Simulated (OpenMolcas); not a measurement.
**Multiconfigurational calculation for Mn⁴⁺ complex (part 2 of 2)**

The same run, continued: Mn⁴⁺ with 6 ligands (F; octahedron, 1.89 Å), neutralised by 6 outer point charges of +0.33 e, whose field is part of the energies. Method: state-averaged CASSCF, active space 3 electrons in the shell 3d, basis ANO-RCC-VTZP on the metal and ANO-RCC-VDZP on the ligands, DKH2 scalar Hamiltonian, spin-orbit coupling by RASSI with atomic mean-field integrals (OpenMolcas).

Log (extracts), continued:
```
--- RASSI ---
SPIN-FREE ENERGIES:
  (Shifted by EMIN (a.u.) =      -1755.1971008376)

 SF State       Relative EMIN(au)   Rel lowest level(eV)    D:o, cm**(-1)

     1             0.0000000000        0.0000000000              0.0000
     2             0.0802245835        2.1830221283          17607.2609
     3             0.0802245835        2.1830221283          17607.2609
     4             0.0802245835        2.1830221283          17607.2609
    11             0.0982992827        2.6748597489          21574.1988
    12             0.0982992827        2.6748597489          21574.1988
    13             0.1032869147        2.8105801302          22668.8575
    14             0.1032869147        2.8105801302          22668.8575
    15             0.1032869147        2.8105801302          22668.8575
     5             0.1230123251        3.3473358915          26998.0847
     6             0.1230123251        3.3473358915          26998.0847
     7             0.1230123251        3.3473358915          26998.0847
    16             0.1403284662        3.8185320940          30798.5384
    17             0.1403284662        3.8185320940          30798.5384
    18             0.1403284662        3.8185320940          30798.5384
    19             0.1596943632        4.3455049991          35048.8615
    20             0.1687777677        4.5926770271          37042.4384
    21             0.1687777683        4.5926770421          37042.4385
    22             0.1687777683        4.5926770421          37042.4385
    23             0.1768488708        4.8123029296          38813.8407
    24             0.1768488708        4.8123029296          38813.8407
    25             0.1768488708        4.8123029296          38813.8407
    26             0.1889996375        5.1429421355          41480.6258
    27             0.1889996375        5.1429421355          41480.6258
    10             0.1949320804        5.3043721327          42782.6465
     8             0.1949320804        5.3043721327          42782.6465
     9             0.1949320804        5.3043721327          42782.6465
    28             0.2022393666        5.5032135187          44386.4104
    29             0.2022393666        5.5032135187          44386.4104
    30             0.2022393677        5.5032135482          44386.4107
    31             0.2397898474        6.5250141562          52627.7884
    32             0.2397898474        6.5250141562          52627.7884
    33             0.2397898474        6.5250141562          52627.7884
    34             0.2508171404        6.8250820835          55047.9994
    35             0.2508171404        6.8250820835          55047.9994
    36             0.2508171404        6.8250820835          55047.9994
    37             0.2559255019        6.9640876833          56169.1552
    38             0.2672954534        7.2734798235          58664.5711
    39             0.2672954534        7.2734798235          58664.5711
    40             0.2672954539        7.2734798370          58664.5712
Eigenvalues of complex Hamiltonian:
   -----------------------------------
  (Shifted by EMIN (a.u.) =      -1755.1971008376)

 SO State       Relative EMIN(au)   Rel lowest level(eV)    D:o, cm**(-1)

     1            -0.0000973185        0.0000000000              0.0000
     2            -0.0000973185        0.0000000000              0.0000
     3            -0.0000973185        0.0000000000              0.0000
     4            -0.0000973185        0.0000000000              0.0000
     5             0.0794515311        2.1646344699          17458.9544
     6             0.0794515311        2.1646344699          17458.9544
     7             0.0798361386        2.1751001745          17543.3660
     8             0.0798361386        2.1751001746          17543.3660
     9             0.0798361386        2.1751001746          17543.3660
    10             0.0798361386        2.1751001745          17543.3660
    11             0.0803563777        2.1892566009          17657.5453
    12             0.0803563777        2.1892566010          17657.5453
    13             0.0803563777        2.1892566009          17657.5453
    14             0.0803563777        2.1892566010          17657.5453
    15             0.0805758762        2.1952294604          17705.7197
    16             0.0805758762        2.1952294604          17705.7197
    17             0.0983809155        2.6797292619          21613.4741
    18             0.0983809155        2.6797292619          21613.4741
    19             0.0983809155        2.6797292618          21613.4741
    20             0.0983809155        2.6797292618          21613.4741
    21             0.1028964571        2.8026034091          22604.5209
    22             0.1028964571        2.8026034091          22604.5209
    23             0.1028964571        2.8026034081          22604.5209
    24             0.1028964571        2.8026034081          22604.5209
    25             0.1036441649        2.8229495748          22768.6238
    26             0.1036441649        2.8229495748          22768.6238
    27             0.1222579382        3.3294561473          26853.8748
    28             0.1222579382        3.3294561473          26853.8748
    29             0.1224330918        3.3342223217          26892.3166
    30             0.1224330918        3.3342223216          26892.3166
    31             0.1224330918        3.3342223216          26892.3166
    32             0.1224330918        3.3342223217          26892.3166
    33             0.1235079023        3.3634694048          27128.2103
    34             0.1235079023        3.3634694048          27128.2103
    35             0.1235079023        3.3634694049          27128.2103
    36             0.1235079023        3.3634694049          27128.2103
    37             0.1238398774        3.3725029069          27201.0704
    38             0.1238398774        3.3725029069          27201.0704
    39             0.1402179933        3.8181741453          30795.6513
    40             0.1402179933        3.8181741453          30795.6513
    41             0.1402179933        3.8181741447          30795.6513
Weights of the five most important spin-orbit-free states for each spin-orbit state.

 SO State  Total energy (au)           Spin-free states, spin, and weights
 -------------------------------------------------------------------------------------------------------
    1        -0.000097       1 1.5  0.9990    4 1.5  0.0003    2 1.5  0.0003   17 0.5  0.0001    3 1.5  0.0001
    2        -0.000097       1 1.5  0.9990    3 1.5  0.0003    4 1.5  0.0002    2 1.5  0.0002   18 0.5  0.0001
    3        -0.000097       1 1.5  0.9990    2 1.5  0.0004    4 1.5  0.0002    3 1.5  0.0002   18 0.5  0.0001
    4        -0.000097       1 1.5  0.9990    3 1.5  0.0004    4 1.5  0.0002   16 0.5  0.0001    2 1.5  0.0001
    5         0.079452       2 1.5  0.3331    4 1.5  0.3331    3 1.5  0.3331    7 1.5  0.0001    6 1.5  0.0001
    6         0.079452       4 1.5  0.3331    2 1.5  0.3331    3 1.5  0.3331    7 1.5  0.0001    6 1.5  0.0001
    7         0.079836       4 1.5  0.4352    2 1.5  0.4164    3 1.5  0.1433   11 0.5  0.0013   12 0.5  0.0012
    8         0.079836       3 1.5  0.5200    2 1.5  0.2469    4 1.5  0.2280   12 0.5  0.0013   11 0.5  0.0012
    9         0.079836       3 1.5  0.5200    2 1.5  0.2468    4 1.5  0.2280   12 0.5  0.0013   11 0.5  0.0012
   10         0.079836       4 1.5  0.4352    2 1.5  0.4164    3 1.5  0.1433   11 0.5  0.0013   12 0.5  0.0012
   11         0.080356       3 1.5  0.5140    4 1.5  0.2428    2 1.5  0.2316   12 0.5  0.0046   11 0.5  0.0041
   12         0.080356       2 1.5  0.4273    4 1.5  0.4162    3 1.5  0.1449   11 0.5  0.0046   12 0.5  0.0041
```

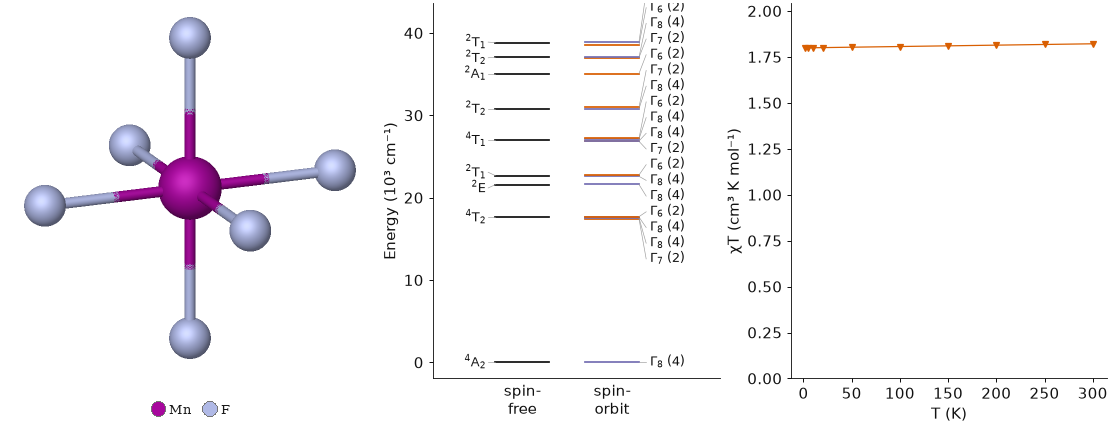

Mn⁴⁺ (3d³) with 6 ligands, F⁻, at 1.89 Å (arrangement: octahedron, Oh), neutralised by outer point charges of +0.33 e, and its levels and susceptibility. Labels give the representation in O, Td, D4 or D3 as the site allows (double group for half-integer spin) where it could be assigned and, in brackets, the degeneracy; spin-free states, where drawn, share the zero of the spin-orbit levels. Powder susceptibility by Van Vleck's formula. The ground level is Γ₈, 4-fold degenerate, 100 % from states of spin multiplicity 4. The next level lies at 17,500 cm⁻¹ (Γ₇). The lowest spin-free state is ⁴A₂; of the same spin there follow at 17,600 cm⁻¹ (⁴T₂) and 27,000 cm⁻¹ (⁴T₁) above it. χT is 1.80 cm³ K mol⁻¹ at 2 K and 1.82 at 300 K, an effective moment of 3.82 μB. The active orbitals hold 81 to 95 % metal character (Löwdin), and the Mulliken charge of the metal is +2.00.

Input:
```
&GATEWAY
Coord
7

Mn 0.0 0.0 0.0
F 1.890000 0.000000 0.000000
F 0.000000 1.890000 0.000000
F -1.890000 0.000000 0.000000
F 0.000000 -1.890000 0.000000
F 0.000000 0.000000 1.890000
F 0.000000 0.000000 -1.890000
Basis=Mn.ANO-RCC-VTZP,F.ANO-RCC-VDZP
Group=XYZ
NoMove
AngMom=0.0 0.0 0.0
AMFI
RICD
XField
3 Angstrom 0
5.090000 0.000000 0.000000 0.333333
0.000000 5.090000 0.000000 0.333333
0.000000 0.000000 5.090000 0.333333
&SEWARD
&RASSCF
FileOrb=start.orb
Symmetry=1
Spin=4
nActEl=3 0 0
Inactive=18 21
Ras2=5 0
CIRoot=10 10 1
SDav=10
CIMx=300
Iter=150 100
PrWF=0.3
OrbListing=Nothing
MaxOrb=0
LevShft=1.0
>>> COPY $Project.JobIph JOB001
&RASSCF
FileOrb=start.orb
Symmetry=1
Spin=2
nActEl=3 0 0
Inactive=18 21
Ras2=5 0
CIRoot=40 40 1
SDav=40
CIMx=300
Iter=150 100
PrWF=0.3
OrbListing=Nothing
MaxOrb=0
LevShft=1.0
>>> COPY $Project.JobIph JOB002
&RASSI
NrOfJobIphs=2 10 40
1 2 3 4 5 6 7 8 9 10
1 2 3 4 5 6 7 8 9 10 11 12 13 14 15 16 17 18 19 20 21 22 23 24 25 26 27
28 29 30 31 32 33 34 35 36 37 38 39 40
IphNames
JOB001
JOB002
EJob
SpinOrbit
DIPRint=1.0
SOCoupling=1000.0
Subsets=2
Property=9
'ANGMOM' 1 'ANGMOM' 2 'ANGMOM' 3 'MLTPL  1' 1 'MLTPL  1' 2 'MLTPL  1' 3
'AMFI' 1 'AMFI' 2 'AMFI' 3
SOProperty=3
'ANGMOM' 1 'ANGMOM' 2 'ANGMOM' 3
```

The file start.orb holds starting orbitals from an earlier step. A driver script formed the levels outside the program, from RASSI's spin-orbit matrix and the active-space energies, averaged over the components of each term or state.

Run as:
```bash
OMP_NUM_THREADS=1 MOLCAS_MEM=2457 MOLCAS_PROJECT=a pymolcas a.inp > a.log  # once for each step of the input, in one work folder
```

Summary:

```
                                 quantity                                                                 value
                                  outcome                                                             converged
      energy of the lowest spin-free term                                                   −1755.19710 hartree
    energy of the lowest spin-orbit level                                                   −1755.19720 hartree
largest spread among components of a term                                                              0.0 cm⁻¹
                                 hardware  1 thread of Arm Neoverse V1, 24 GiB of memory available, shared host
                                wall time                                                                  27 s
                              peak memory                                                               0.2 GiB
```

Notes:

Without dynamic correlation the splittings between terms come out too large, often by 20 to 50 %. To bear in mind: covalent bonds, ligand orbitals missing from the active space; distances are set from ionic radii, not optimised.
